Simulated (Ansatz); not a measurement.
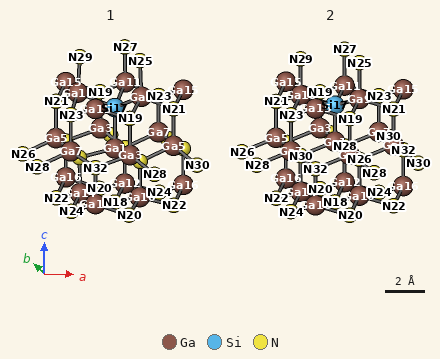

Two geometries of a defect cell of composition Ga16SiN15, drawn at one scale. One is the start of a relaxation, the other its converged end. Style: ball-and-stick. Shown: the atoms within 5.0 Å of the atom that moves most (axes of the cell of the calculation (origin shifted)), slightly off an axis.

All numbers below come from DFT, PBE, plane-wave PAW, default files, scalar-relativistic (Ansatz 0.2.0). Set-up: plane-wave cutoff 420 eV; k-point mesh 4 × 4 × 2; occupations fermi dirac; smearing width 0.01 eV; collinear spin; atoms relaxed in a fixed cell; force threshold 0.03 eV/Å; at most 40 steps.

Question: Which of the two is the end point?

Answer: Structure 1 is the relaxed one. The atom that moves furthest is Ga1 (0.37 Å along −c). Largest moves by element: Ga 0.37 Å, N 0.12 Å, Si 0.12 Å. The lattice vectors keep their values. Some distances before and after: Ga1–Si17 1.937 → 2.181 Å, Ga11–Si17 1.946 → 2.189 Å, Ga10–N26 1.937 → 1.907 Å, Ga3–N19 1.937 → 1.960 Å. Among the angles between lasting bonds that change: Ga9–N21–Ga13 109.6° → 98.3°, Ga1–N28–Ga12 109.4° → 100.4°, Si17–Ga11–N19 109.6° → 101.1°. Over 5 geometry steps the energy falls by 3.556 eV per cell of the calculation. The largest force component goes from 7.7 to 0.0022 eV/Å. The program noted that the starting moments weren't kept. Cost: 88 s on 4 threads of INTEL(R) XEON(R) PLATINUM 8581C CPU @ 2.30GHz (Emerald Rapids) (shared host), peak memory 2.3 GiB.

Limits of the set-up: the periodic images lie only 6.4 Å apart, so the values are limited by the cell's size.
